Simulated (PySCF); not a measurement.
The calculation's input:

```
{"job": {"kind": "nmr", "xc": "PBE0", "basis": "pcSseg-1"}, "charge": 0, "multiplicity": 1}
O      1.580674    -1.042005    -1.928612
C      1.708680    -0.189200    -1.089964
C      0.641542     0.400148    -0.328175
C      0.174617     1.256970     0.531941
C     -0.864680     0.302829    -0.025848
B     -1.397661    -0.886655     0.813945
F     -0.689404    -1.447026     1.777786
F     -2.590601    -1.416287     0.635398
H      2.700040     0.229067    -0.824175
H      0.279794     2.084484     1.189207
H     -1.537577     0.710346    -0.777468
```

Command:

```sh
OMP_NUM_THREADS=1 python probes_run.py task.json out
```

Geometry: GFN2-xTB.

These are results of PBE0/pcSseg-1, SCF density, gas phase, non-relativistic (PySCF 2.14.0), not measurements.

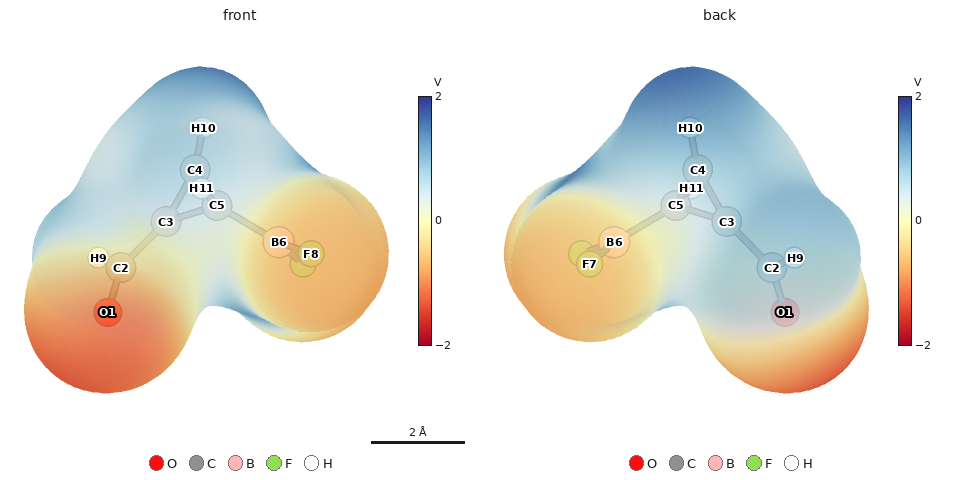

C$_{4}$H$_{3}$BF$_{2}$O. The electrostatic potential painted on the density surface at 0.001 e/bohr³, seen from the front and from behind; the colour scale runs from red (negative) to blue (positive).

> Which sites attract a positive test charge, and which a negative one?

A positive charge is drawn to the negative regions and a negative charge to the positive ones. The most negative region (about −1.3 V) lies over O1, the most positive (about +1.6 V) over H10. O1 is the likeliest acceptor of a hydrogen bond.

> What dipole moment does the calculation give?

Its dipole moment is 4.01 D.
